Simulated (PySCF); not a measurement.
SMILES COCOC at its GFN2-xTB optimised geometry (Å):

```
13

C      1.4954    -1.4033     0.0000
O      0.0803    -1.4033     0.0000
C     -0.4771    -0.1441     0.0000
O     -0.1695     0.5407     1.1898
C     -0.7942     1.7930     1.2771
H      1.7968    -2.4476    -0.0290
H      1.8819    -0.8801    -0.8828
H      1.8865    -0.9271     0.9018
H     -1.5656    -0.2885    -0.0914
H     -0.1201     0.4565    -0.8674
H     -1.8865     1.6946     1.2604
H     -0.4877     2.4476     0.4511
H     -0.4808     2.2284     2.2232
```

Calculation: PySCF with PBE/def2-TZVP. Cells within 0.4 Å of a nucleus heavier than hydrogen are left out (blank, or x).

Map of the electron localisation function on the plane z = 0.0 Å:

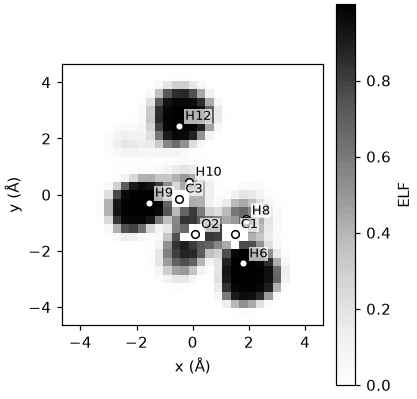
*Electron localisation function on the plane z = 0.0 Å.*
